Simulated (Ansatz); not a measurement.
The parent structure is PbTe in the rock salt structure (space group Fm-3m, No. 225; a = 6.3796 Å).

It is then changed as follows: cell and atoms relaxed at a pressure of 2.1 GPa.

All numbers come from DFT with LDA, PAW potentials and a 420 eV plane-wave cutoff in Ansatz (a program for electronic structure), spin-orbit coupling left out.

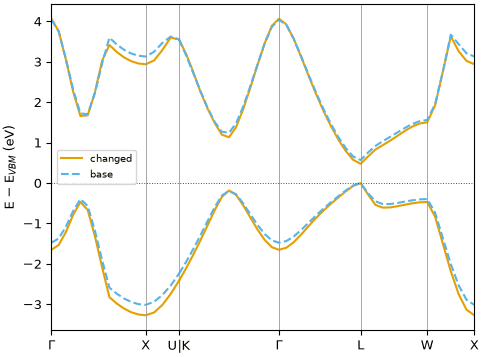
Fig. 1. Highest valence and lowest conduction band along the path, each from its own valence-band maximum

From the figure, how large is the changed gap, and is it direct?

About 0.5 eV, direct at L.

With Pb and Te present, leaving out spin-orbit coupling can change the band edges. Load acts through the strain it causes; cell and atoms are relaxed under it. Stability against distortions was not tested.
